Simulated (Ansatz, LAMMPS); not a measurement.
# Aqueous K+ and SO4 2-, 1.6 mol of salt per kg of water, from a frame at 300 K (224 atoms): geometry optimisation, part 2 of 3

Aim: bring aqueous K+ and SO4 2-, 1.6 mol of salt per kg of water, from a frame at 300 K (224 atoms) to a nearby minimum of the energy and see what moves.

Ansatz 0.2.0; Kohn-Sham DFT, PBE+D4, PAW (set soft_2), plane waves.

The cell: 78 O, 2 S, 140 H and 4 K. The network of contacts between molecules at the start is that of the classical potential that made the cell. The concentration wasn't checked against solubility and may exceed it. The density was typed from a rule of thumb and may lie off the real one at this temperature. The Brillouin zone is sampled at Γ only, in a cell whose shortest periodic width is 13 Å.

So far. Step 3 (Single point at the start): Neighbours are counted within 1.21 Å (H-O), 3.48 Å (O-K), 1.88 Å (O-S).

## 4. Relaxation

The atoms are relaxed in the fixed cell, aiming at the force tolerance of the input.

The input, input.yaml:

```yaml
crystal:
  lattice:
    - [13.03775, 0.0, 0.0]
    - [0.0, 13.03775, 0.0]
    - [0.0, 0.0, 13.03775]
  atoms:
    [... the 224 atom lines of step 3 ...]
kpoints:
  mp_grid: { grid: [1, 1, 1] }
hamiltonian:
  xc: pbe
  dispersion: d4
scf:
  occupations: { method: fixed }
output:
  forces: true
relax:
  f_tol: 0.05
  max_steps: 200
```

The run is started by

```sh
$ ansatz run input.yaml --threads 4 --pin off --max-ram 8192MiB --backend cpu --events-out ev --progress --plain --runs-dir out
```

Numbers of over 12 decimals in the logs are rounded to 6 here.

Log:

```text
[...]
Crystal: 224 atoms, lattice volume = 2216.195 Å³
Basis set: ecut = 420 eV, 43387 PW (Γ), exchange–correlation on 180×180×180 points (8 copies of the dense FFT grid, shifted against one another)
Bands: 552, of which v1, the nominal top of the filled ones, is band 328 counted from 1 (327 counted from 0)
Symmetry: 1 space group operations
[...]
k-points: 1
[...]
SCF iter   1: F=—  HF=-54477.253257 eV  |F-HF|=—  |Δ(HF+E_count)|=         —  Δρ=3.21e-3  dr2=3.01e-1  ethr=1.77e-3  ⟨swp⟩=5.0  Hψ=1743  notcnv=0  defer=221
[...]
SCF iter   3: F=—  HF=-54477.049214 eV  |F-HF|=—  |Δ(HF+E_count)|=   3.21e-2  Δρ=6.79e-4  dr2=1.76e-2  ethr=9.93e-6  ⟨swp⟩=3.0  Hψ=663  notcnv=0  defer=100
automatic band count: iteration 3 solves 430 bands in place of 552: the levels show a gap, and the empty bands left out lie too high to hold charge; the band table lists the bands solved (type scf.n_extra_bands for more)
SCF iter   4: F=—  HF=-54477.043902 eV  |F-HF|=—  |Δ(HF+E_count)|=   5.31e-3  Δρ=2.31e-4  dr2=1.36e-3  ethr=2.68e-6  ⟨swp⟩=2.0  Hψ=753  notcnv=0  defer=100
[...]
SCF iter   6: F=-54477.043705 eV  HF=-54477.043742 eV  |F-HF|=3.68e-5  |Δ(HF+E_count)|=   1.80e-5  Δρ=5.42e-5  dr2=5.00e-5  ethr=9.53e-9  ⟨swp⟩=3.0  Hψ=1651  notcnv=0
[...]
SCF 1 converged in 6 iterations: F = -54477.043705 eV  dr2 = 5.00e-5
[...]
relax step   1: F+E_penalty+E_count = -54477.04370524 eV  Δ(F+E_penalty+E_count) = +0.000e0 eV  max|allowed force component| = 4.577e0 eV/Å  Δτ_max = 0.0000 Å  (6 SCF iters, dr2 threshold 6.25e-5 eV, accepted)
[... from here on, the SCF cycles and remarks between the steps are left out ...]
relax step   2: F+E_penalty+E_count = -54483.48185864 eV  Δ(F+E_penalty+E_count) = -6.438e0 eV  max|allowed force component| = 2.761e0 eV/Å  Δτ_max = 0.1950 Å  (7 SCF iters, dr2 threshold 1.00e-4 eV, accepted)
relax step   3: F+E_penalty+E_count = -54486.20925745 eV  Δ(F+E_penalty+E_count) = -2.727e0 eV  max|allowed force component| = 1.315e0 eV/Å  Δτ_max = 0.1948 Å  (7 SCF iters, dr2 threshold 1.00e-4 eV, accepted)
relax step   4: F+E_penalty+E_count = -54487.55268439 eV  Δ(F+E_penalty+E_count) = -1.343e0 eV  max|allowed force component| = 1.258e0 eV/Å  Δτ_max = 0.1953 Å  (7 SCF iters, dr2 threshold 1.00e-4 eV, accepted)
relax step   5: F+E_penalty+E_count = -54488.18195661 eV  Δ(F+E_penalty+E_count) = -6.293e-1 eV  max|allowed force component| = 2.150e0 eV/Å  Δτ_max = 0.1910 Å  (7 SCF iters, dr2 threshold 1.00e-4 eV, accepted)
relax step   6: F+E_penalty+E_count = -54488.64102282 eV  Δ(F+E_penalty+E_count) = -4.591e-1 eV  max|allowed force component| = 1.654e0 eV/Å  Δτ_max = 0.2000 Å  (7 SCF iters, dr2 threshold 1.00e-4 eV, accepted)
relax step   7: F+E_penalty+E_count = -54489.05285313 eV  Δ(F+E_penalty+E_count) = -4.118e-1 eV  max|allowed force component| = 9.426e-1 eV/Å  Δτ_max = 0.1951 Å  (6 SCF iters, dr2 threshold 1.00e-4 eV, accepted)
relax step   8: F+E_penalty+E_count = -54489.14485681 eV  Δ(F+E_penalty+E_count) = -9.200e-2 eV  max|allowed force component| = 1.231e0 eV/Å  Δτ_max = 0.1958 Å  (6 SCF iters, dr2 threshold 1.00e-4 eV, accepted)
relax step   9: F+E_penalty+E_count = -54489.22738106 eV  Δ(F+E_penalty+E_count) = -8.252e-2 eV  max|allowed force component| = 2.561e0 eV/Å  Δτ_max = 0.1972 Å  (7 SCF iters, dr2 threshold 1.00e-4 eV, accepted)
relax step  10: F+E_penalty+E_count = -54489.64075512 eV  Δ(F+E_penalty+E_count) = -4.134e-1 eV  max|allowed force component| = 7.019e-1 eV/Å  Δτ_max = 0.2000 Å  (6 SCF iters, dr2 threshold 1.00e-4 eV, accepted)
relax step  11: F+E_penalty+E_count = -54489.81142384 eV  Δ(F+E_penalty+E_count) = -1.707e-1 eV  max|allowed force component| = 4.494e-1 eV/Å  Δτ_max = 0.2000 Å  (7 SCF iters, dr2 threshold 3.70e-5 eV, accepted)
relax step  12: F+E_penalty+E_count = -54489.87759651 eV  Δ(F+E_penalty+E_count) = -6.617e-2 eV  max|allowed force component| = 1.264e0 eV/Å  Δτ_max = 0.1949 Å  (7 SCF iters, dr2 threshold 1.52e-5 eV, accepted)
relax step  13: F+E_penalty+E_count = -54490.00344888 eV  Δ(F+E_penalty+E_count) = -1.259e-1 eV  max|allowed force component| = 7.347e-1 eV/Å  Δτ_max = 0.2000 Å  (5 SCF iters, dr2 threshold 1.00e-4 eV, accepted)
relax step  14: F+E_penalty+E_count = -54490.10713453 eV  Δ(F+E_penalty+E_count) = -1.037e-1 eV  max|allowed force component| = 4.615e-1 eV/Å  Δτ_max = 0.1956 Å  (6 SCF iters, dr2 threshold 1.00e-4 eV, accepted)
relax step  15: F+E_penalty+E_count = -54490.17510104 eV  Δ(F+E_penalty+E_count) = -6.797e-2 eV  max|allowed force component| = 4.238e-1 eV/Å  Δτ_max = 0.1941 Å  (6 SCF iters, dr2 threshold 7.19e-5 eV, accepted)
relax step  16: F+E_penalty+E_count = -54490.24743447 eV  Δ(F+E_penalty+E_count) = -7.233e-2 eV  max|allowed force component| = 2.403e-1 eV/Å  Δτ_max = 0.1945 Å  (6 SCF iters, dr2 threshold 7.09e-5 eV, accepted)
relax step  17: F+E_penalty+E_count = -54490.32216779 eV  Δ(F+E_penalty+E_count) = -7.473e-2 eV  max|allowed force component| = 3.270e-1 eV/Å  Δτ_max = 0.1935 Å  (7 SCF iters, dr2 threshold 1.86e-5 eV, accepted)
[...]
relax step  22: F+E_penalty+E_count = -54490.60903323 eV  Δ(F+E_penalty+E_count) = -3.681e-2 eV  max|allowed force component| = 7.737e-1 eV/Å  Δτ_max = 0.0983 Å  (6 SCF iters, dr2 threshold 3.27e-5 eV, accepted)
relax step  23: F+E_penalty+E_count = -54490.64639005 eV  Δ(F+E_penalty+E_count) = -3.736e-2 eV  max|allowed force component| = 6.025e-1 eV/Å  Δτ_max = 0.0470 Å  (5 SCF iters, dr2 threshold 1.00e-4 eV, accepted)
relax step  24: F+E_penalty+E_count = -54490.70823939 eV  Δ(F+E_penalty+E_count) = -6.185e-2 eV  max|allowed force component| = 1.693e-1 eV/Å  Δτ_max = 0.1495 Å  (6 SCF iters, dr2 threshold 1.00e-4 eV, accepted)
relax step  25: F+E_penalty+E_count = -54490.73583847 eV  Δ(F+E_penalty+E_count) = -2.760e-2 eV  max|allowed force component| = 1.818e-1 eV/Å  Δτ_max = 0.0955 Å  (9 SCF iters, accepted)
relax step  26: F+E_penalty+E_count = -54490.79128451 eV  Δ(F+E_penalty+E_count) = -5.545e-2 eV  max|allowed force component| = 2.197e-1 eV/Å  Δτ_max = 0.1946 Å  (8 SCF iters, dr2 threshold 2.61e-6 eV, accepted)
relax step  27: F+E_penalty+E_count = -54490.84270072 eV  Δ(F+E_penalty+E_count) = -5.142e-2 eV  max|allowed force component| = 2.637e-1 eV/Å  Δτ_max = 0.1945 Å  (6 SCF iters, dr2 threshold 4.83e-5 eV, accepted)
[...]
relax step  37: F+E_penalty+E_count = -54491.26916215 eV  Δ(F+E_penalty+E_count) = -4.599e-3 eV  max|allowed force component| = 1.428e-1 eV/Å  Δτ_max = 0.2000 Å  (9 SCF iters, accepted)
relax step  38: F+E_penalty+E_count = -54491.28002462 eV  Δ(F+E_penalty+E_count) = -1.086e-2 eV  max|allowed force component| = 7.200e-2 eV/Å  Δτ_max = 0.0360 Å  (8 SCF iters, accepted)
relax step  39: F+E_penalty+E_count = -54491.30074921 eV  Δ(F+E_penalty+E_count) = -2.072e-2 eV  max|allowed force component| = 2.130e-1 eV/Å  Δτ_max = 0.2000 Å  (9 SCF iters, accepted)
[...]
relax step  45: F+E_penalty+E_count = -54491.37236154 eV  Δ(F+E_penalty+E_count) = -3.438e-3 eV  max|allowed force component| = 6.310e-2 eV/Å  Δτ_max = 0.0765 Å  (8 SCF iters, accepted)
relax step  46: F+E_penalty+E_count = -54491.37550027 eV  Δ(F+E_penalty+E_count) = -3.139e-3 eV  max|allowed force component| = 7.167e-2 eV/Å  Δτ_max = 0.1143 Å  (8 SCF iters, accepted)
[...]
relax step  48: F+E_penalty+E_count = -54491.38067519 eV  Δ(F+E_penalty+E_count) = -2.563e-3 eV  max|allowed force component| = 1.663e-1 eV/Å  Δτ_max = 0.1022 Å  (6 SCF iters, dr2 threshold 1.64e-5 eV, accepted)
relax step  49: F+E_penalty+E_count = -54491.38457843 eV  Δ(F+E_penalty+E_count) = -3.903e-3 eV  max|allowed force component| = 1.871e-1 eV/Å  Δτ_max = 0.1251 Å  (6 SCF iters, dr2 threshold 2.76e-5 eV, accepted)
relax step  50: F+E_penalty+E_count = -54491.39256111 eV  Δ(F+E_penalty+E_count) = -7.983e-3 eV  max|allowed force component| = 4.108e-1 eV/Å  Δτ_max = 0.1943 Å  (6 SCF iters, dr2 threshold 3.50e-5 eV, accepted)
relax step  51: F+E_penalty+E_count = -54491.40923606 eV  Δ(F+E_penalty+E_count) = -1.667e-2 eV  max|allowed force component| = 7.406e-1 eV/Å  Δτ_max = 0.1943 Å  (5 SCF iters, dr2 threshold 1.00e-4 eV, accepted)
relax step  52: F+E_penalty+E_count = -54491.44487114 eV  Δ(F+E_penalty+E_count) = -3.564e-2 eV  max|allowed force component| = 7.510e-1 eV/Å  Δτ_max = 0.1940 Å  (5 SCF iters, dr2 threshold 1.00e-4 eV, accepted)
relax step  53: F+E_penalty+E_count = -54491.48554839 eV  Δ(F+E_penalty+E_count) = -4.068e-2 eV  max|allowed force component| = 5.394e-1 eV/Å  Δτ_max = 0.1972 Å  (5 SCF iters, dr2 threshold 1.00e-4 eV, accepted)
relax step  54: F+E_penalty+E_count = -54491.51817365 eV  Δ(F+E_penalty+E_count) = -3.263e-2 eV  max|allowed force component| = 1.018e-1 eV/Å  Δτ_max = 0.2000 Å  (6 SCF iters, dr2 threshold 1.00e-4 eV, accepted)
relax step  55: F+E_penalty+E_count = -54491.53387921 eV  Δ(F+E_penalty+E_count) = -1.571e-2 eV  max|allowed force component| = 1.275e-1 eV/Å  Δτ_max = 0.0664 Å  (9 SCF iters, accepted)
relax step  56: F+E_penalty+E_count = -54491.54216785 eV  Δ(F+E_penalty+E_count) = -8.289e-3 eV  max|allowed force component| = 1.170e-1 eV/Å  Δτ_max = 0.0500 Å  (8 SCF iters, accepted)
relax step  57: F+E_penalty+E_count = -54491.54721207 eV  Δ(F+E_penalty+E_count) = -5.044e-3 eV  max|allowed force component| = 7.593e-2 eV/Å  Δτ_max = 0.0593 Å  (6 SCF iters, dr2 threshold 1.15e-5 eV, accepted)
relax step  58: F+E_penalty+E_count = -54491.54988218 eV  Δ(F+E_penalty+E_count) = -2.670e-3 eV  max|allowed force component| = 3.372e-2 eV/Å  Δτ_max = 0.0468 Å  (8 SCF iters, accepted)
SCF converged after 8 iterations
Free energy (F): -54491.549882 eV
[...]
Internal energy: -54491.549882 eV  (E = F + TS)
E sigma→0 (E₀):  -54491.549882 eV
Fermi energy:    -1.591686 eV
[...]
--- Forces (eV/Å), atoms counted from 1 ---
  atom   1  O      0.00134424    -0.00097662     0.00387625
  atom   2  S      0.00056773     0.01113137    -0.02064292
  atom   3  O      0.00421653    -0.00631840     0.00620277
  atom   4  O      0.00443134    -0.00068709     0.01272217
  atom   5  O      0.00209745    -0.00054519     0.00811530
  atom   6  O     -0.01546230    -0.00573366    -0.00070823
  atom   7  S     -0.00938239     0.01547000    -0.02148859
  atom   8  O     -0.00320418     0.00340428    -0.00072049
  atom   9  O      0.00894630    -0.00487985     0.00974566
  atom  10  O      0.00132587    -0.01287827     0.00490496
  atom  11  O      0.00001242    -0.00109531    -0.00136343
  atom  12  H      0.00049883     0.00064191    -0.00024635
  atom  13  H     -0.00145476     0.00102503     0.00339635
  atom  14  O      0.00739341     0.00805721     0.01806739
[...]
atom 223  K      0.00068392    -0.00072404    -0.00297825
  atom 224  K     -0.00031875     0.00005180     0.00065993
  max |Σ_I F_I| component: 4.62e-5 eV/Å
--- Relaxed structure (58 steps of the walk, 57 accepted, 0 SCFs on fresh bases) ---
  F+E_penalty+E_count = -54491.54988218 eV   max|allowed force component| = 3.372e-2 eV/Å
  atoms:
    - { symbol: O, position: [0.023825, 0.239296, 0.327289] }
    - { symbol: S, position: [0.919576, 0.251075, 0.277774] }
    - { symbol: O, position: [0.842608, 0.274210, 0.358206] }
    - { symbol: O, position: [0.892402, 0.156325, 0.220668] }
[...]
- { symbol: K, position: [0.913910, 0.133832, 0.620200] }
```

It took 8.5 min on 4 threads of AMD EPYC 9R45, shared host; peak memory 3.1 GiB.

Notices of the run: relaxed geometry near dispersion switch.

The steps of the relaxation (22 of 58):

```csv
step,energy less that of the first step (eV),largest force component (eV/Å)
1,0.0000,4.5766
4,-10.5090,1.2577
6,-11.5973,1.6545
9,-12.1837,2.5614
12,-12.8339,1.2644
15,-13.1314,0.4238
17,-13.2785,0.3270
20,-13.4803,0.5300
23,-13.6027,0.6025
25,-13.6921,0.1818
28,-13.8168,0.7609
31,-13.9473,0.7839
34,-14.1766,0.3121
36,-14.2209,0.1034
39,-14.2570,0.2130
42,-14.3080,0.1402
44,-14.3252,0.0843
47,-14.3344,0.1281
50,-14.3489,0.4108
53,-14.4418,0.5394
55,-14.4902,0.1275
58,-14.5062,0.0337
```

Relaxation step 20 was tried and not accepted.

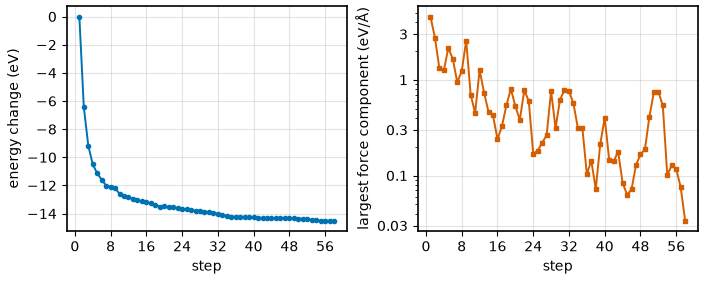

Energy and largest force along the relaxation.

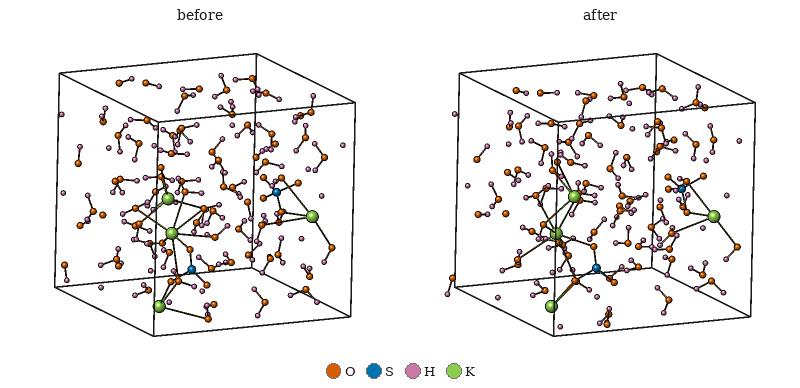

Before and after, at one scale. Bonds to atoms that aren't drawn are left out.

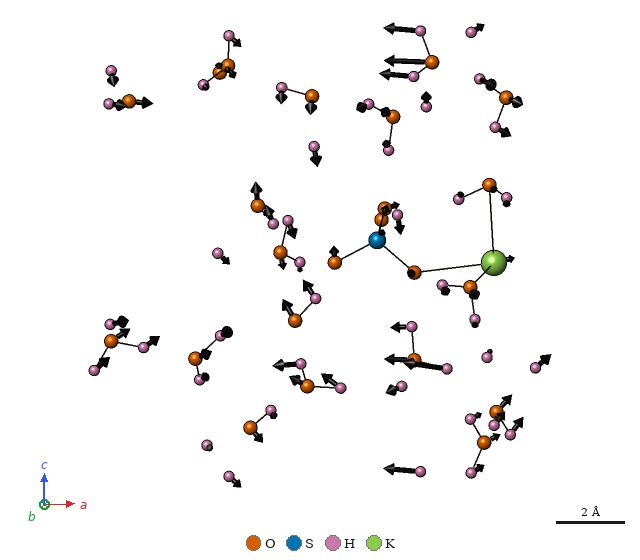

Displacements in the relaxation, scaled; the longest in the cell stands for 2.29 Å. Drawn is a slice 4 Å thick, seen along the normal of the ac plane. Bonds to atoms that aren't drawn are left out.

The atoms that moved most (Å):

```csv
atom,dx,dy,dz,length
H96,-2.106,-0.800,0.388,2.286
O206,-2.141,0.074,0.087,2.144
H48,1.422,-1.175,0.285,1.867
H52,0.817,-0.054,1.633,1.827
H24,0.572,-1.624,-0.218,1.735
H208,-1.673,-0.168,0.171,1.690
H12,0.470,-1.507,-0.600,1.689
H13,0.303,-0.704,-1.356,1.558
```

The relaxation changed the energy by -64.8 meV/atom, and atoms moved by 0.79 Å r.m.s., 2.3 Å at most.

## 5. Structure statistics after relaxation

Bonds before and after, by the cutoffs listed below:

```
pair  bonds before  bonds after  mean before (Å)  mean after (Å)  spread before (Å)  spread after (Å)
 H-O           140          140            1.000           0.993              0.000             0.009
 O-K            26           23            2.804           2.793              0.189             0.097
 O-S             8            8            1.437           1.499              0.014             0.012
```

Density 1.21 g/cm³, 9.894 Å³ an atom.

Pair distribution functions g(r), in bins of 0.2 Å:

```csv
r (Å),total,H-H,H-O,H-K,H-S,O-O,O-K
0.90,4.07,0.00,9.35,0.00,0.00,0.00,0.00
1.10,1.00,0.00,2.31,0.00,0.00,0.00,0.00
1.30,0.00,0.00,0.00,0.00,0.00,0.00,0.00
1.50,0.86,1.86,0.03,0.00,0.00,0.00,0.00
1.70,1.35,0.65,2.53,0.00,0.00,0.00,0.00
1.90,0.44,0.05,0.97,0.00,0.00,0.00,0.00
2.10,0.53,1.30,0.06,0.00,0.00,0.00,0.00
2.30,0.91,2.32,0.00,0.00,0.00,0.00,0.00
2.50,0.40,0.79,0.04,0.00,0.00,0.62,0.00
2.70,0.88,0.60,0.09,0.41,1.29,4.33,4.96
2.90,0.87,0.62,0.93,1.10,4.58,0.92,3.08
3.10,1.16,0.75,1.77,1.65,1.00,0.36,0.31
3.30,1.21,0.79,1.82,2.17,0.00,0.50,0.26
3.50,1.11,1.07,1.17,1.81,0.25,1.03,0.47
3.70,1.13,1.28,1.10,0.92,0.46,0.78,0.42
3.90,1.05,1.18,0.95,0.62,1.25,0.96,1.29
4.10,0.99,1.01,0.92,0.66,1.30,1.15,1.02
4.30,1.08,1.18,0.97,0.67,1.52,1.16,1.07
4.50,0.99,1.03,0.87,0.77,1.10,1.32,0.97
4.70,0.96,0.99,0.84,0.85,0.99,1.27,1.27
4.90,0.97,0.91,0.99,0.79,1.04,1.10,1.28
5.10,1.01,0.92,1.14,1.52,1.10,0.76,0.88
5.30,0.94,0.88,1.04,0.50,0.67,0.82,1.41
5.50,1.02,1.02,1.08,1.35,1.55,0.72,1.02
5.70,1.03,1.06,1.04,1.21,0.58,0.96,0.96
5.90,0.95,0.98,0.92,0.99,1.09,0.90,0.73
6.10,0.98,1.05,0.92,0.76,0.92,1.03,1.13
6.30,0.99,1.06,0.93,0.72,1.03,1.05,0.99
```

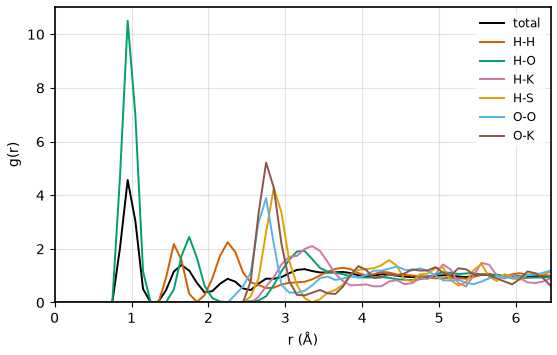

Pair distribution functions, lightly smoothed.

Bonds by pair of elements; cutoffs follow the first minimum of g(r), held within bounds set by covalent radii, and pairs that aren't listed don't count as bonded:

```
pair A-B  cutoff (Å)  bonds  mean length (Å)  spread (Å)  shortest (Å)  B about A  A about B
     H-O        1.21    140            0.993       0.009         0.971          1       1.79
     O-K        3.18     23             2.79       0.097          2.65      0.295       5.75
     O-S        1.93      8             1.50       0.012          1.48      0.103          4
```

How many atoms have how many bonded neighbours:

```csv
element,mean,1,2,3,4,5,6
H,1,140,0,0,0,0,0
K,5.75,0,0,0,0,1,3
O,2.19,5,55,16,2,0,0
S,4,0,0,0,2,0,0
```

Bond angles, per cent of each kind in bins of 5°:

| angle (°) | H-O-H | O-K-O | H-O-K | O-S-O |
| --- | --- | --- | --- | --- |
| 55–60 | 0.0 | 3.6 | 0.0 | 0.0 |
| 60–65 | 0.0 | 0.0 | 0.0 | 0.0 |
| 65–70 | 0.0 | 3.6 | 0.0 | 0.0 |
| 70–75 | 0.0 | 3.6 | 5.0 | 0.0 |
| 75–80 | 0.0 | 16.4 | 0.0 | 0.0 |
| 80–85 | 0.0 | 9.1 | 2.5 | 0.0 |
| 85–90 | 0.0 | 5.5 | 2.5 | 0.0 |
| 90–95 | 0.0 | 3.6 | 5.0 | 0.0 |
| 95–100 | 0.0 | 5.5 | 17.5 | 0.0 |
| 100–105 | 38.6 | 7.3 | 7.5 | 0.0 |
| 105–110 | 57.1 | 3.6 | 7.5 | 66.7 |
| 110–115 | 4.3 | 5.5 | 12.5 | 33.3 |
| 115–120 | 0.0 | 3.6 | 7.5 | 0.0 |
| 120–125 | 0.0 | 3.6 | 7.5 | 0.0 |
| 125–130 | 0.0 | 7.3 | 7.5 | 0.0 |
| 130–135 | 0.0 | 3.6 | 5.0 | 0.0 |
| 135–140 | 0.0 | 1.8 | 2.5 | 0.0 |
| 140–145 | 0.0 | 3.6 | 5.0 | 0.0 |
| 145–150 | 0.0 | 0.0 | 0.0 | 0.0 |
| 150–155 | 0.0 | 1.8 | 0.0 | 0.0 |
| 155–160 | 0.0 | 1.8 | 5.0 | 0.0 |
| 160–165 | 0.0 | 1.8 | 0.0 | 0.0 |
| 165–170 | 0.0 | 0.0 | 0.0 | 0.0 |
| 170–175 | 0.0 | 3.6 | 0.0 | 0.0 |

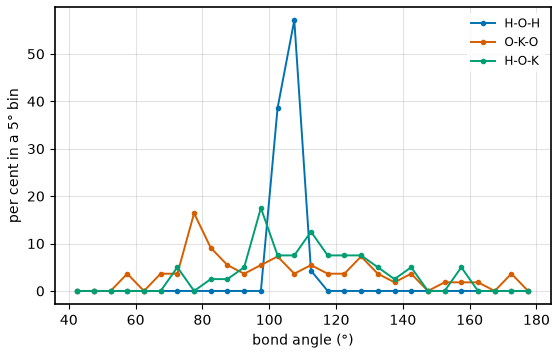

Distributions of the most common bond angles.

Bond angles (no mean is given where the spread exceeds 20°):

| angle | count | mean (°) | spread (°) |
| --- | --- | --- | --- |
| H-O-H | 70 | 106 | 2.1 |
| O-K-O | 55 | - | - |
| H-O-K | 40 | 112 | 19.9 |
| O-S-O | 12 | 110 | 1 |
| K-O-S | 3 | 125 | 7.1 |

Hydrogen bonds between water molecules (O–O under 3.5 Å, H–O···O angle under 30°):

```csv
hydrogen bonds to other water,molecules
0,0
1,2
2,7
3,25
4,31
5,5
```

First shells of the ions:

```csv
ion,count,shell,mean number
K,4,water O within 3.6 A,5.75
```

Bond length by coordination (bonds to H left out):

| element | coordination | atoms | mean bond length (Å) |
| --- | --- | --- | --- |
| K | 5 | 1 | 2.80 |
| K | 6 | 3 | 2.79 |
| O | 1 | 5 | 1.51 |
| O | 2 | 3 | 2.16 |
| O | 3 | 16 | 2.80 |
| O | 4 | 2 | 2.74 |

With the cutoffs above, all H atoms have 1, 75 % of K atoms have 6, 71 % of O atoms have 2 and all S atoms have 4 bonded neighbours. The H-O-H angle averages 106° with a spread of 2°. The 70 water molecules hold 3.43 hydrogen bonds each to other water on average, with a mean O–O distance of 2.74 Å. Ion shells in this frame: K 5.8 (water O within 3.6 Å).

(Continued in part 3 of 3.)

[Logs are printed without paths, hosts, clocks, repeated set-up lines and the standing remarks that a program may print on its own settings, such as how far it seeks lower states.]

[Hosts, paths, dates, database ids (printed as entryN), source tags and the programs' standing remarks are cut or masked in the printed files.]
